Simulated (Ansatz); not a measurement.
The calculation's input:

```
crystal:
  periodic: [false, false, false]
  atoms:
    - { symbol: "N", position_ang: [-0.89, 1.593, 0.7251] }
    - { symbol: Si, position_ang: [-0.7059, -0.0018, 0.0313] }
    - { symbol: Si, position_ang: [1.1928, -0.8415, 0.7641] }
    - { symbol: As, position_ang: [-0.5645, 0.1399, -2.2872] }
    - { symbol: H, position_ang: [-1.0179, 1.517, 1.7307] }
    - { symbol: H, position_ang: [-1.8673, 1.9893, 0.3719] }
    - { symbol: H, position_ang: [-1.7852, -0.8679, 0.4501] }
    - { symbol: H, position_ang: [1.4564, -2.1703, 0.2077] }
    - { symbol: H, position_ang: [1.1933, -0.9042, 2.2879] }
    - { symbol: H, position_ang: [2.334, 0.0304, 0.3801] }
    - { symbol: H, position_ang: [-0.0741, -1.3199, -2.3817] }
    - { symbol: H, position_ang: [0.8055, 0.7811, -2.246] }
basis:
  gaussian: { orbitals: def2-SVP }
hamiltonian:
  xc: pbe0
  dispersion: d4
relax:
  f_tol: 0.02
  max_steps: 50
output:
  orbitals: {}
```

Command:

```sh
ansatz run input.yaml --threads 2 --pin off --max-ram 3072MiB --backend cpu --events-out ev --progress --plain --runs-dir out
```

The fields are those of the run's last geometry, not of the input's.

These are results of RKS PBE0-D4/def2-SVP in Ansatz, not measurements.

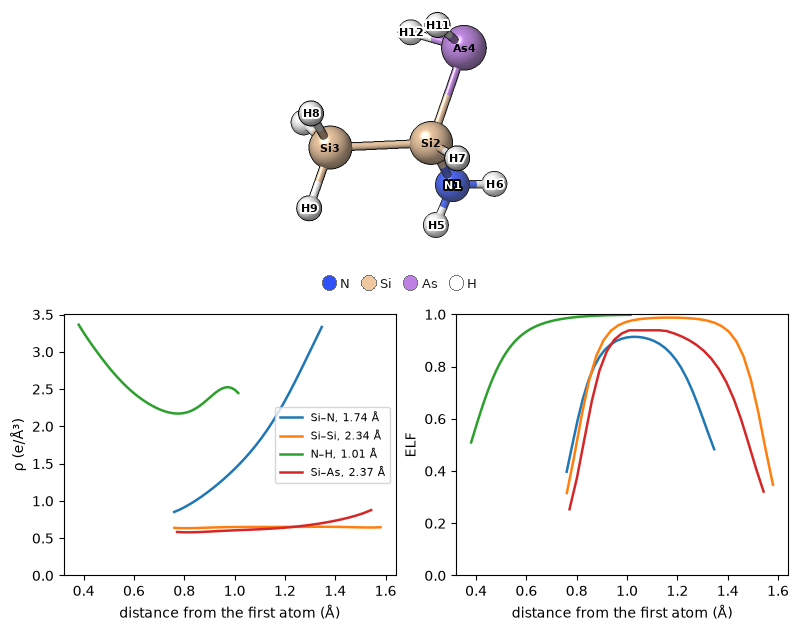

AsH8NSi2. Electron density and electron localisation function along straight lines between neighbouring atoms. The curves leave out the atomic cores. The structure is drawn too.

> Compare the contacts.

Si–N (1.74 Å): the density is about 1.1 e/Å³ at the midpoint; the ELF peaks at about 0.90 between the atoms: a shared but strongly polarised pair.
Si–Si (2.34 Å): ρ at the midpoint is about 0.65 e/Å³; the ELF peaks at about 1 between the atoms, as expected for a covalent bond.
N–H (1.01 Å): ρ at the midpoint is about 2.8 e/Å³; the ELF climbs to about 1 towards the hydrogen, as it does in any bond to H: an ordinary covalent bond to hydrogen.
Si–As (2.37 Å): ρ at the midpoint is about 0.64 e/Å³; the ELF peaks at about 0.95 between the atoms, as expected for localised, covalent bonding.
